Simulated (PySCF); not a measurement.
# Geometry relaxation, with input and output: C3H4Si (part 5 of 5)

The same run, continued: C3H4Si, multiplicity 3, SMILES C#C[C][SiH3]; HF/6-31G*, UHF (PySCF 2.14.0). The geometry comes from this level: GFN2-xTB.

Geometry of the input (Å):
```
C  0.0789  1.4717  -2.2565
C  0.0534  0.7868  -1.2116
C  0.0292  0.0838  -0.1393
Si -0.0482  -0.9041  1.3859
H  0.0919  2.0482  -3.1317
H  -0.7742  -0.1424  2.4095
H  1.3193  -1.1822  1.8410
H  -0.7503  -2.1619  1.1026
```

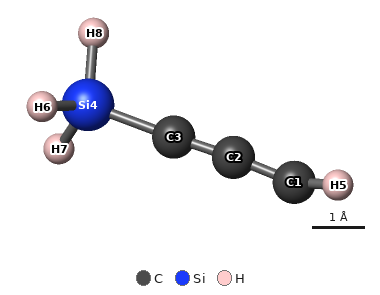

Figure 1. The geometry at step 31 of the log (ball-and-stick view, seen at a tilt; atoms are numbered from 1 in the order of the input).

Trajectory as extended XYZ, continued:
```
8
Properties=species:S:1:pos:R:3:forces:R:3 step=30 energy=-11013.31461
C     0.2719    1.4544   -2.3215    0.0002  -0.0002   0.0007
C     0.1018    0.7817   -1.2260   -0.0003   0.0006  -0.0013
C     0.0788    0.0795   -0.1557    0.0001  -0.0003   0.0007
Si   -0.0549   -0.9010    1.3836    0.0001   0.0002  -0.0004
H    -0.1274    2.0826   -3.0795   -0.0001  -0.0003   0.0003
H    -0.7940   -0.1311    2.3990    0.0000  -0.0001   0.0000
H     1.2942   -1.2068    1.8889   -0.0001   0.0000   0.0000
H    -0.7705   -2.1594    1.1113    0.0000   0.0001   0.0000
8
Properties=species:S:1:pos:R:3:forces:R:3 step=31 energy=-11013.31461
C     0.2719    1.4544   -2.3215    0.0001   0.0001   0.0003
C     0.1018    0.7818   -1.2260   -0.0001   0.0001  -0.0005
C     0.0788    0.0798   -0.1555    0.0000  -0.0002   0.0002
Si   -0.0549   -0.9010    1.3837    0.0000   0.0001  -0.0001
H    -0.1274    2.0823   -3.0796    0.0000  -0.0002   0.0001
H    -0.7939   -0.1312    2.3991    0.0000   0.0000   0.0000
H     1.2942   -1.2069    1.8888    0.0000   0.0000   0.0000
H    -0.7705   -2.1593    1.1111    0.0000   0.0000   0.0000
8
Properties=species:S:1:pos:R:3:forces:R:3 step=32 energy=-11013.31461
C     0.2720    1.4544   -2.3215    0.0000   0.0002   0.0001
C     0.1018    0.7818   -1.2260    0.0000  -0.0001   0.0000
C     0.0788    0.0798   -0.1555    0.0000   0.0000  -0.0001
Si   -0.0549   -0.9010    1.3836    0.0000   0.0000   0.0001
H    -0.1274    2.0823   -3.0796    0.0000  -0.0001  -0.0001
H    -0.7939   -0.1312    2.3991    0.0000   0.0000   0.0000
H     1.2942   -1.2069    1.8888    0.0000   0.0000   0.0000
H    -0.7705   -2.1593    1.1111    0.0000   0.0000   0.0000
```

Summary:

| quantity | value |
| --- | --- |
| outcome | converged |
| total energy | −404.731847 hartree |
| basis functions | 68 |
| ⟨S²⟩ | 2.417 |
| dipole moment | 0.52 D |
| hardware | 1 thread of Arm Neoverse V1, 24 GiB of memory available, shared host |
| wall time | 2.2 min |
| peak memory | 0.17 GiB |

Notes:

The record of the run, not the program, notes: spin contamination. ⟨S²⟩ is 2.42 against 2.00 for a pure state: the solution is spin-contaminated.
